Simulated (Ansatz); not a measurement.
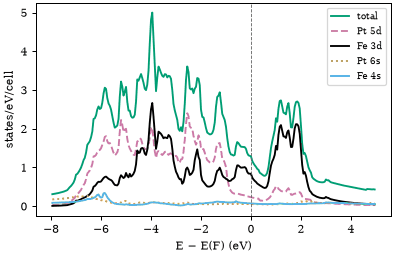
Total and projected density of states of FePt (L1₀ or tetragonal B2, space group No. 123), plane-wave PAW r²SCAN (Ansatz code)

Problem. Which orbitals carry the states next to the Fermi level?

Solution. Within 0.5 eV of the Fermi level: Fe 3d 64 %, Pt 5d 19 %, Fe 4s 6 %, outside the projected shells 7 %. Projections are on Löwdin-orthogonalised atomic valence shells; empty p or d shells of many metals are not among them.

Problem. Where is the tallest occupied peak in this window, and what makes it?

Solution. Near -3.9 eV, about 5.0 states/eV per cell; the largest projected share is Fe 3d.

Space group P4/mmm (L1₀ or tetragonal B2). The r²SCAN relaxation kept the symmetry of its start. Magnetic state: ferromagnetic, chosen from 5 collinear starts compared on coarse meshes (ties went to the first, and starts can fall back to one state), not a proven ground state. Textbook magnetic order: ferromagnetic. Other orbital occupations within this spin state were not tried. Scalar-relativistic: spin–orbit coupling is off unless named, which matters more the heavier the elements.

Potentials: the later of the program's two PAW sets.
